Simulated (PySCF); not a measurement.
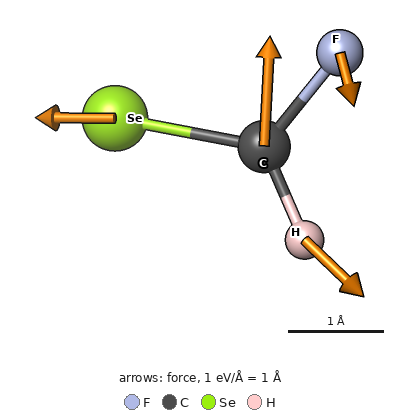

Starting geometry of CHFSe with the computed forces as orange arrows. The picture is a ball-and-stick view, seen at a tilt.

The start comes from GFN2-xTB. Its atoms were then displaced at random by about 0.01 Å.

The calculation used PBE0-D3(BJ)/def2-SVP geometry optimisation, gas phase in PySCF. 

Question: What follows when this structure is relaxed?

Answer: It isn't relaxed: the largest force vector, on the C atom, is 1.18 eV/Å. The final displacements follow the starting forces only in part (cosine between the two patterns 0.75). Over 8 geometry steps the energy falls by 0.93 kcal/mol. The Se atom moves most after the best rigid fit: 0.035 Å. By element the largest moves are Se 0.035 Å, F 0.031 Å, H 0.029 Å, C 0.020 Å. Near-neighbour distances that change, for instance: C–H 1.076 → 1.101 Å, C–Se 1.718 → 1.738 Å, C–F 1.322 → 1.313 Å. Among the angles between lasting bonds that change: F–C–H 114.5° → 110.6°, F–C–Se 121.6° → 124.4°.
